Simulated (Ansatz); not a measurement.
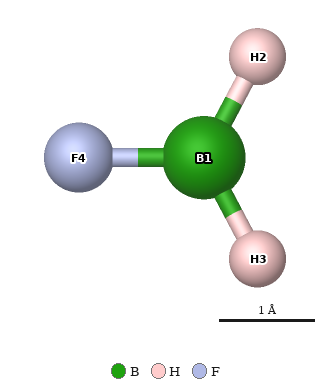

**Figure 1.** The structure as given in the input (ball-and-stick view, seen on its broad side; atoms are numbered from 1 in the order of the input). Bond lengths as drawn: B–F 1.32 Å and B–H 1.21 Å.

Nudged elastic band of BH2F

System: BH2F.
Method: RKS PBE0-D4/def2-SVP (Ansatz 0.2.0).

It belongs to a series of runs on one base structure; here: band between the two ends. Figures and captions count atoms from 1; the log counts them from 0 in places.

Input file:
```yaml
crystal:
  periodic: [false, false, false]
  atoms:
    - { symbol: B, position_ang: [0.315686, 0.0, 0.18228] }
    - { symbol: H, position_ang: [0.269216, 0.0, 1.390696] }
    - { symbol: H, position_ang: [1.338997, 0.0, -0.462127] }
    - { symbol: F, position_ang: [-0.824001, 0.0, -0.475749] }
basis:
  gaussian: { orbitals: def2-SVP }
hamiltonian:
  xc: pbe0
  dispersion: d4
neb:
  order_check: false
  images: 5
  f_tol: 0.05
  max_iterations: 60
  final_atoms:
    - { symbol: B, position_ang: [-0.60219299, 9.558e-05, -1.38876285] }
    - { symbol: H, position_ang: [1.28964125, -3.345e-05, 1.49449742] }
    - { symbol: H, position_ang: [1.7853867, -3.345e-05, 0.91729035] }
    - { symbol: F, position_ang: [-1.37293696, -2.867e-05, -0.38792492] }
  initial_path:
    images:
      - { positions_ang: [[0.315686, 0.0, 0.18228], [0.269216, 0.0, 1.390696], [1.338997, 0.0, -0.462127], [-0.824001, 0.0, -0.475749]] }
      - { positions_ang: [[0.21045729, 0.0, 0.12151978], [0.46914309, 0.0, 1.28876448], [1.35066446, 0.0, -0.23801712], [-0.93036684, 0.0, -0.53716714]] }
      - { positions_ang: [[0.10522859, 0.0, 0.06075956], [0.66907018, 0.0, 1.18683295], [1.36233192, 0.0, -0.01390724], [-1.03673269, 0.0, -0.59858527]] }
      - { positions_ang: [[-1.2e-07, 0.0, -6.6e-07], [0.86899727, 0.0, 1.08490143], [1.37399938, 0.0, 0.21020264], [-1.14309853, 0.0, -0.66000341]] }
      - { positions_ang: [[-0.20073108, 3.186e-05, -0.46292139], [1.00921193, -1.115e-05, 1.22143342], [1.51112849, -1.115e-05, 0.44589854], [-1.21971134, -9.56e-06, -0.56931058]] }
      - { positions_ang: [[-0.40146203, 6.372e-05, -0.92584212], [1.14942659, -2.23e-05, 1.35796542], [1.64825759, -2.23e-05, 0.68159445], [-1.29632415, -1.912e-05, -0.47861775]] }
      - { positions_ang: [[-0.60219299, 9.558e-05, -1.38876285], [1.28964125, -3.345e-05, 1.49449742], [1.7853867, -3.345e-05, 0.91729035], [-1.37293696, -2.867e-05, -0.38792492]] }
```

Run on 1 thread of Intel Xeon (Granite Rapids), 64 GiB of memory available, shared host.

Run as:
```bash
ansatz run input.yaml --threads 1 --pin off --max-ram 2048MiB --backend cpu --events-out ev --progress --plain --runs-dir out
```

Log:
```
Engine: ansatz 0.2.0, x86_64-unknown-linux-gnu
Functional definition: PBE0
  parameter a = 0.25
  parameter kappa = 0.804
  parameter beta = 0.06672455060314922
  exchange = (1 - a)*pbe_x(kappa = kappa, mu = beta*pi^2/3) + a*exact_x
  correlation = pbe_c(beta = beta)
411 factors; integrals over basis functions are off by at most 5.8e-4 eV
mean field evaluation 1: about -3419.4820 eV, gradient 2.0e1 eV
mean field evaluation 2: about -3419.0667 eV, gradient 2.7e1 eV
mean field evaluation 4: about -3420.1625 eV, gradient 3.8e-1 eV
mean field evaluation 8: about -3420.1620 eV, gradient 3.1e-3 eV
mean field -3420.16201883 eV, -125.6886359228 hartree, gradient 5.7e-5 eV, S^2 0.000000; 0 other end points of the search recorded, 0 dependent functions left out
the calculation of the forces begins
reference -3420.16203688 eV, -125.6886365861 hartree; 8, 8 occupied and 30, 30 virtual orbitals, 411 factors
413 factors; integrals over basis functions are off by at most 5.6e-4 eV
mean field evaluation 16: about -3417.5021 eV, gradient 1.9e0 eV
mean field -3417.51055239 eV, -125.5911963283 hartree, gradient 1.6e-5 eV, S^2 0.000000; 0 other end points of the search recorded, 0 dependent functions left out
[... from here on the field's lines of each further geometry are left out, up to the last ...]
NEB iter   1: max|band force component| = 3.628e1 eV/Å  barrier→ = 6.8880 eV  barrier← = 4.2378 eV  Δτ_max = 0.2000 Å  (151 SCF iters)
NEB iter   2: max|band force component| = 4.417e0 eV/Å  barrier→ = 6.0244 eV  barrier← = 3.3741 eV  Δτ_max = 0.2000 Å  (139 SCF iters)
NEB iter   3: max|band force component| = 1.893e0 eV/Å  barrier→ = 4.5539 eV  barrier← = 1.9036 eV  Δτ_max = 0.2000 Å  (128 SCF iters)
NEB iter   4: max|band force component| = 3.174e0 eV/Å  barrier→ = 4.3139 eV  barrier← = 1.6637 eV  Δτ_max = 0.1047 Å  (127 SCF iters)
NEB iter   5: max|band force component| = 2.739e0 eV/Å  barrier→ = 3.8680 eV  barrier← = 1.2178 eV  Δτ_max = 0.1005 Å  (119 SCF iters)
NEB iter   6: max|band force component| = 2.522e0 eV/Å  barrier→ = 3.9902 eV  barrier← = 1.3400 eV  Δτ_max = 0.0684 Å  (117 SCF iters)
NEB iter   7: max|band force component| = 2.192e0 eV/Å  barrier→ = 4.0341 eV  barrier← = 1.3839 eV  Δτ_max = 0.0450 Å  (117 SCF iters)
NEB iter   8: max|band force component| = 1.206e0 eV/Å  barrier→ = 4.0148 eV  barrier← = 1.3646 eV  Δτ_max = 0.0281 Å  (119 SCF iters)
NEB iter   9: max|band force component| = 2.313e0 eV/Å  barrier→ = 3.9907 eV  barrier← = 1.3405 eV  CI = image 2  Δτ_max = 0.0972 Å  (112 SCF iters)
NEB iter  10: max|band force component| = 4.400e-1 eV/Å  barrier→ = 4.2114 eV  barrier← = 1.5611 eV  CI = image 2  Δτ_max = 0.0807 Å  (122 SCF iters)
NEB iter  11: max|band force component| = 3.559e-1 eV/Å  barrier→ = 4.2131 eV  barrier← = 1.5629 eV  CI = image 2  Δτ_max = 0.0338 Å  (120 SCF iters)
NEB iter  12: max|band force component| = 1.608e-1 eV/Å  barrier→ = 4.2058 eV  barrier← = 1.5556 eV  CI = image 2  Δτ_max = 0.0072 Å  (113 SCF iters)
NEB iter  13: max|band force component| = 7.740e-2 eV/Å  barrier→ = 4.2055 eV  barrier← = 1.5553 eV  CI = image 2  Δτ_max = 0.0026 Å  (100 SCF iters)
the calculation of the forces begins
reference -3417.49107299 eV, -125.5904804737 hartree; 8, 8 occupied and 30, 30 virtual orbitals, 413 factors
413 factors; integrals over basis functions are off by at most 9.4e-4 eV
mean field -3415.94908025 eV, -125.5338132857 hartree, gradient 6.6e-5 eV, S^2 0.000000; 1 other end points of the search recorded, 0 dependent functions left out
the calculation of the forces begins
reference -3415.94909994 eV, -125.5338140092 hartree; 8, 8 occupied and 30, 30 virtual orbitals, 413 factors
NEB iter  14: max|band force component| = 2.844e-2 eV/Å  barrier→ = 4.2055 eV  barrier← = 1.5553 eV  CI = image 2  Δτ_max = 0.0000 Å  (195 SCF iters)
```

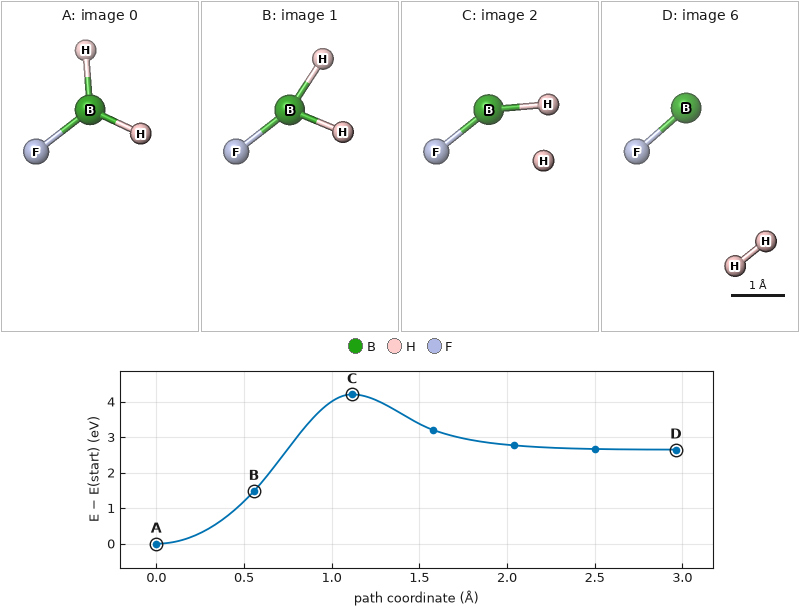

**Figure 2.** Images of the last band (counted from 0; ball-and-stick, seen at a tilt) above the energy along the path; the line is a cubic interpolation that uses the forces. The highest image is number 2, 4.206 eV above the start and 1.555 eV above the end (the climbing image); the end lies 2.650 eV above the start. The path is 2.96 Å long. The band converged in 14 iterations.

```
Total energy: -3415.97374959 eV, -125.5347198673 hartree
Atom 0 at     0.236285    -0.003320    -0.417636 Å, force     0.007436    -0.000782     0.000236 eV/Å
Atom 1 at     0.638217     0.005165     1.156817 Å, force     0.002228    -0.000238     0.007877 eV/Å
Atom 2 at     1.279955    -0.002442     0.238972 Å, force    -0.007651     0.000607    -0.006554 eV/Å
Atom 3 at    -1.054559     0.000597    -0.343052 Å, force    -0.002013     0.000413    -0.001559 eV/Å
Dipole moment:     0.021802     0.000584     0.100772 e Å
this run last wrote the band of iteration 14 to [file]
```

The last band as extended XYZ (Å, eV, eV/Å):
```
4
Properties=species:S:1:pos:R:3:forces:R:3 image=0 energy=-3420.17926
B     0.3157    0.0000    0.1823   -0.0009   0.0000  -0.0005
H     0.2692    0.0000    1.3907   -0.0001   0.0000  -0.0005
H     1.3390    0.0000   -0.4621   -0.0005   0.0000   0.0002
F    -0.8240    0.0000   -0.4757    0.0014   0.0000   0.0008
4
Properties=species:S:1:pos:R:3:forces:R:3 image=1 energy=-3418.69433
B     0.2329   -0.0004   -0.0273   -0.0182   0.0087   4.1253
H     0.4780    0.0021    1.1933   -1.7587   0.0023   0.4283
H     1.3951   -0.0013   -0.0870    1.2467  -0.0083  -3.4105
F    -1.0062   -0.0004   -0.4440    0.5303  -0.0028  -1.1431
4
Properties=species:S:1:pos:R:3:forces:R:3 image=2 energy=-3415.97373
B     0.2363   -0.0033   -0.4176    0.0074  -0.0008   0.0002
H     0.6382    0.0052    1.1568    0.0022  -0.0002   0.0079
H     1.2800   -0.0024    0.2390   -0.0077   0.0006  -0.0066
F    -1.0546    0.0006   -0.3431   -0.0020   0.0004  -0.0016
4
Properties=species:S:1:pos:R:3:forces:R:3 image=3 energy=-3416.97388
B     0.1154   -0.0015   -0.7376   -0.4451  -0.0020  -1.3248
H     0.8307    0.0013    1.1763    0.7015  -0.0005   0.1166
H     1.2272   -0.0004    0.4709   -0.2224   0.0022   1.0480
F    -1.0734    0.0007   -0.2745   -0.0340   0.0003   0.1603
4
Properties=species:S:1:pos:R:3:forces:R:3 image=4 energy=-3417.40983
B    -0.1351   -0.0005   -1.0004   -0.1861   0.0000  -0.2489
H     1.0511    0.0001    1.2983    0.1437   0.0001   0.1573
H     1.3429    0.0001    0.5924    0.1012  -0.0001   0.1419
F    -1.1589    0.0003   -0.2553   -0.0588  -0.0001  -0.0502
4
Properties=species:S:1:pos:R:3:forces:R:3 image=5 energy=-3417.51195
B    -0.3815    0.0010   -1.1996   -0.0438  -0.0001  -0.0419
H     1.2416    0.0013    1.4279    0.0317  -0.0002   0.0297
H     1.5216   -0.0015    0.7200    0.0337   0.0002   0.0327
F    -1.2818   -0.0008   -0.3132   -0.0215   0.0001  -0.0205
4
Properties=species:S:1:pos:R:3:forces:R:3 image=6 energy=-3417.52903
B    -0.6022    0.0001   -1.3888   -0.0049   0.0000   0.0010
H     1.2896    0.0000    1.4945    0.0029   0.0000   0.0017
H     1.7854    0.0000    0.9173   -0.0011   0.0000   0.0011
F    -1.3729    0.0000   -0.3879    0.0031   0.0000  -0.0039
```

Results in brief:

```json
{"quantity": "outcome", "value": "converged"}
{"quantity": "barrier, forward", "value": "4.205 eV"}
{"quantity": "barrier, backward", "value": "1.555 eV"}
{"quantity": "wall time", "value": "19 s"}
{"quantity": "peak memory", "value": "0.098 GiB"}
```

Notes:

The order of the saddle point was not checked.
